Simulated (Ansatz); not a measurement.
**H$_{5}$OSi$_{2}$ (doublet): density, localisation and related maps**

Input file:

```
basis:
  gaussian:
    orbitals: def2-TZVPD
crystal:
  periodic: [false, false, false]
  atoms:
    - {symbol: O, position_ang: [-0.776323, 0.355179, -0.422364]}
    - {symbol: Si, position_ang: [0.057660, -0.823068, 0.401702]}
    - {symbol: Si, position_ang: [-0.923848, 1.185455, -1.855337]}
    - {symbol: H, position_ang: [0.336807, 1.947370, -2.147824]}
    - {symbol: H, position_ang: [-0.561323, -0.977971, 1.746296]}
    - {symbol: H, position_ang: [-0.015780, -2.119211, -0.335955]}
    - {symbol: H, position_ang: [1.491441, -0.432760, 0.553525]}
    - {symbol: H, position_ang: [-2.076643, 2.130297, -1.728662]}
magnetization:
  spin_polarized: true
  initial_magnetization: 1
hamiltonian:
  xc: pbe0
output:
  forces: true
  orbitals: {seedname: orbitals}
```

Launched as:

```sh
ansatz run input.yaml --threads 1 --pin off --max-ram 2610MiB --events-out events.jsonl --progress --plain --runs-dir runs
```

Geometry: r2SCAN-D4/def2-SVP.

Method: isolated molecule in a Gaussian basis; Kohn-Sham density functional theory, functional PBE0 in Ansatz.

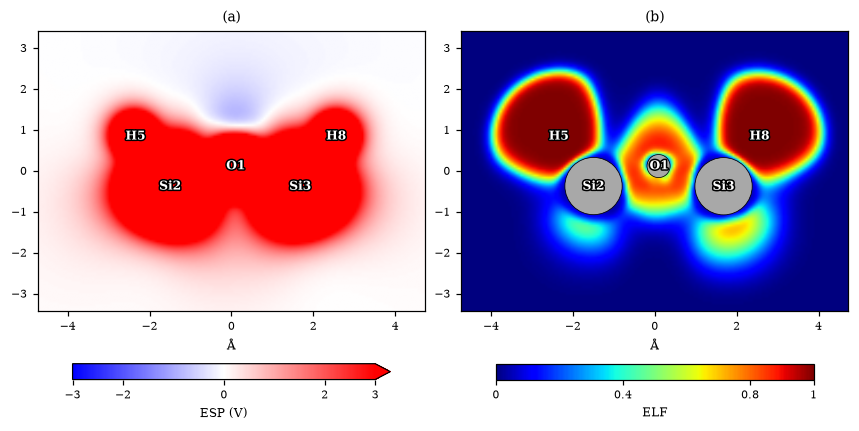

Figure 1. (a) molecular electrostatic potential; (b) ELF on the plane of atoms Si2, O1 and Si3. Grey discs cover the atomic cores in the ELF map.

Interpret the plot.

- The plane passes through O, Si and H nuclei.
- Si–O (1.66 Å): the ELF peaks at about 0.85 between the atoms (a polar covalent bond).
- Si–H (1.49 Å): the ELF climbs to about 1 towards the hydrogen, as it does in any bond to H.
- The ELF also peaks beside O1, away from the bonds: non-bonding electrons, paired or unpaired.
- Outside the dense part of the molecule the potential is most negative (−0.8 V) near O1.

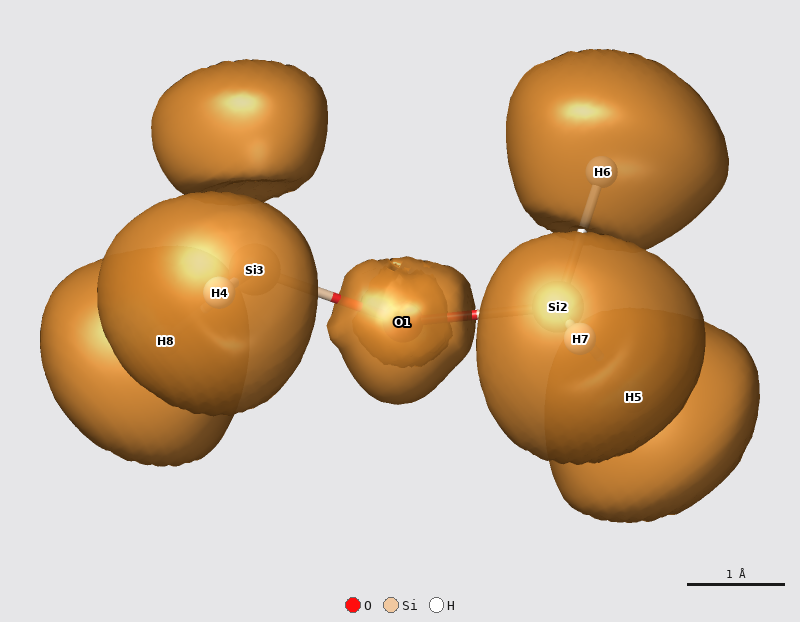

Figure 2. Isosurface of the ELF at 0.8 (orange), seen from one side. Only the valence region is drawn (cores and ρ < 0.01 e/Å³ removed).

Where are the electrons localised?

The surface consists of five regions around hydrogen nuclei, one lobe on Si, pointing away from the bonds (non-bonding electrons) and one region wrapped around O (its lone pairs, merged into a ring or cap).

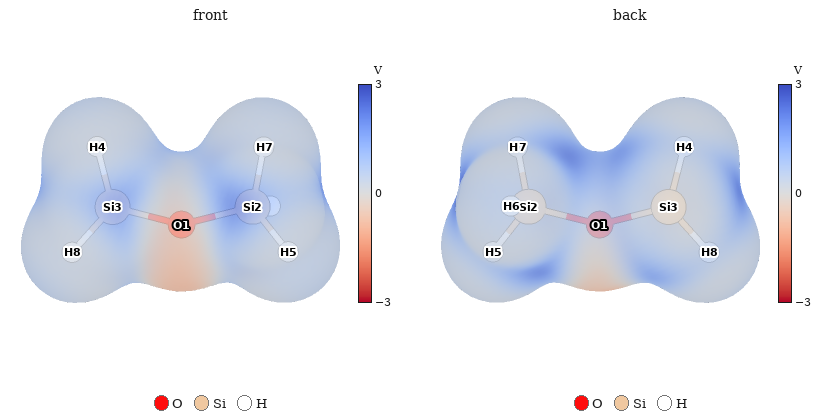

Figure 3. The electrostatic potential painted on the density surface at 0.004 e/bohr³, seen from the front and from behind; the colour scale runs from red (negative) to blue (positive).

Describe the electrostatic potential map.

The most negative region (about −0.8 V) lies over O1, the most positive (about +2.2 V) over Si2.

What dipole moment does the calculation give?

Its dipole moment is 0.34 D.
